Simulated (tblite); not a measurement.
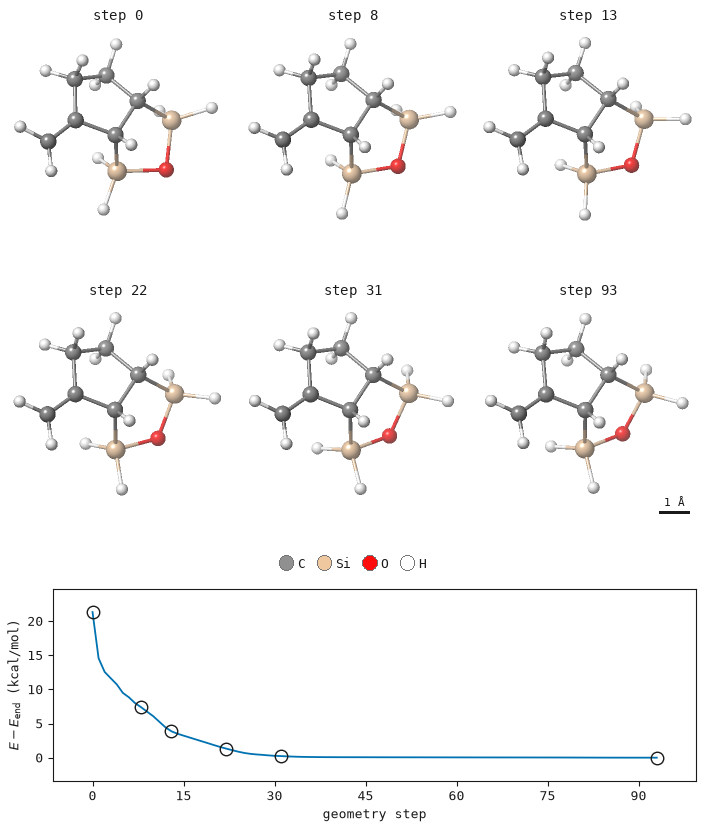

Frames of a relaxation of C6H12OSi2, marked on the history of the run. Style: ball-and-stick. Shown at a tilt.

These are results of GFN2-xTB geometry optimisation, gas phase in tblite 0.8.0, not measurements. 

**What happens along the run?**

The O atom moves most after the best rigid fit: 0.82 Å. By element the largest moves are O 0.82 Å, H 0.81 Å, Si 0.14 Å, C 0.13 Å. Near-neighbour distances that change, for instance: O–Si 1.730 → 1.639 Å, C–Si 1.840 → 1.920 Å, C–Si 1.856 → 1.908 Å, C–C 1.512 → 1.544 Å. Among the angles between lasting bonds that change: Si–O–Si 98.7° → 120.5°, O–Si–H 113.3° → 106.6°, C–C–H 115.9° → 122.0°. Groups turn about O–Si by about 45°, O–Si by about 45°, C–Si by about 30°. The energy falls by 21.3 kcal/mol in 93 geometry steps. From step 0 to 8: H atoms move most (0.19 Å), energy −13.9 kcal/mol. From step 8 to 13: an H atom moves most (0.27 Å), energy −3.53 kcal/mol. From step 13 to 22: H atoms move most (0.26 Å), energy −2.53 kcal/mol. From step 22 to 31: O and H atoms move most (0.23 Å), energy −1.10 kcal/mol. From step 31 to 93: an H atom moves most (0.15 Å), energy −0.24 kcal/mol.

```
step  E − E(0), kcal/mol
   0                0.00
   1               -6.77
   2               -8.77
   3               -9.69
   4              -10.60
   5              -11.84
   6              -12.49
   7              -13.33
   8              -13.93
   9              -14.60
  10              -15.25
  14              -17.82
  19              -19.20
  23              -20.22
  27              -20.85
  32              -21.13
  36              -21.23
  41              -21.26
  45              -21.26
  49              -21.27
  54              -21.28
  58              -21.28
  62              -21.29
  67              -21.29
  71              -21.30
  76              -21.30
  80              -21.31
  84              -21.32
  89              -21.33
  93              -21.33
```
